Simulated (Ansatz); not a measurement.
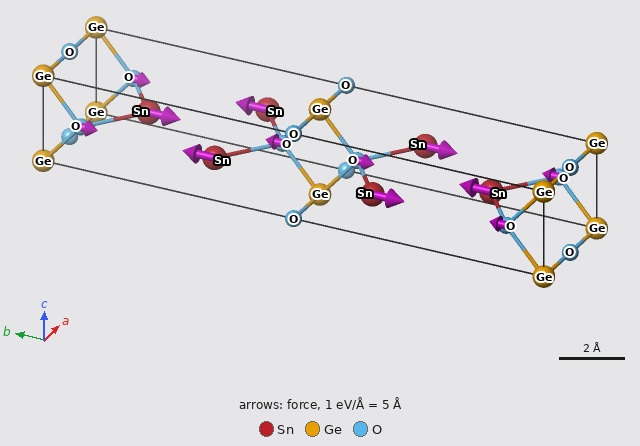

Starting geometry of a crystal of Sn2GeO3 (a generated structure, set up in Cmmm) (coarse preliminary run) with the computed forces as purple arrows. The picture is a ball-and-stick view of the conventional cell (2 times the calculation's cell), seen from a free direction. Lengths and directions refer to the drawn axes.

Computed with Ansatz, DFT PBE, scalar-relativistic, plane waves, PAW. Set-up: plane-wave cutoff 420 eV; k-point mesh 6 × 6 × 6; occupations gaussian; smearing width 0.1 eV; no spin polarisation; cell and atoms relaxed; force threshold 0.04 eV/Å; at most 70 steps.

Question: What follows when this structure is relaxed?

Answer: It isn't relaxed: the largest force vector, on Sn atoms, is 0.23 eV/Å. The atoms end up moving mostly along the starting forces (cosine between the two patterns 1.00). Over 3 accepted moves (4 points after the start) the energy falls by 0.120 eV per cell of the calculation. Largest force component: 0.23 eV/Å at the start, 0.021 eV/Å at the end. Pressure: −0.10 GPa at the start and −0.09 GPa at the end. The SCF was repeated once at an unchanged geometry on a basis and grid sized afresh for the cell, which shifted the energy by 4.3 meV per cell of the calculation at most. The largest moves relative to the cell, 0.14 Å, are those of Sn atoms. Largest moves by element: Sn 0.14 Å, O 0.07 Å. Ge stays in place. Cell: a 3.669 → 3.641 Å (−0.8 %), b 17.477 → 16.595 Å (−5.0 %), c 2.984 → 3.049 Å (+2.2 %). Volume −3.7 %. Among the contacts that change: Ge–O 1.986 → 2.013 Å, Ge–O 1.834 → 1.820 Å, O–Sn 2.335 → 2.323 Å. The space group stays Cmmm (No. 65).
